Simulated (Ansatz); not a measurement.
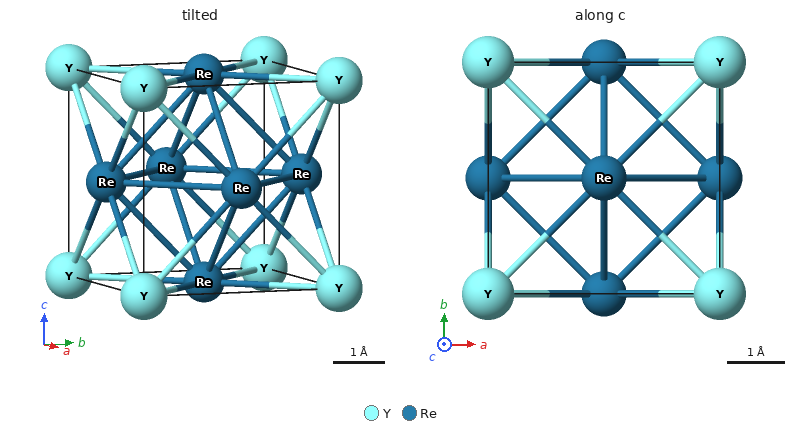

An orthographic ball-and-stick view of the structure, slightly off an axis and along the c axis. The edges of the conventional unit cell are marked.

YRe$_{3}$, Cu₃Au (L1₂) type, space group Pm-3m (No. 221), a = 4.114 Å, b = 4.114 Å, c = 4.114 Å, α = 90.00°, β = 90.00°, γ = 90.00°. Its origin is a structure type filled with these elements by a generator (whether the compound takes this form wasn't checked). Earlier steps of the study, as a rule a relaxation of our own, may have changed the cell and positions, so they can lie some per cent off the listed ones. Ansatz was used for an electronic-structure calculation on it.

This one geometry was computed with Ansatz (DFT, plane waves, PAW) at five levels of theory: LDA, PBE, PBE with spin-orbit coupling, PBEsol and r2SCAN.

Which level gives the highest pressure at this volume, and what does that say about its equilibrium volume?

Answer. Highest: PBE with spin-orbit coupling (1.2 GPa), which points to the largest equilibrium volume. Lowest, with the smallest volume: LDA (-11.5 GPa). Levels within 0.5 GPa of each other can't be told apart.

How does the band gap change with the level of theory?

Answer. All levels give a metal.

Collect the results in a table.

Answer.
| level | cutoff (eV) | k-mesh of the run's cell | gap (eV) | pressure (GPa) |
| --- | --- | --- | --- | --- |
| LDA | 420 | 8×8×8 | metal | -11.5 |
| PBE | 420 | 8×8×8 | metal | 0.0 |
| PBE with spin-orbit coupling | 420 | 8×8×8 | metal | 1.2 |
| PBEsol | 420 | 8×8×8 | metal | -7.2 |
| r2SCAN | 500 | 8×8×8 | metal | -2.8 |

Gaps are taken on the k-mesh or band path of each run.
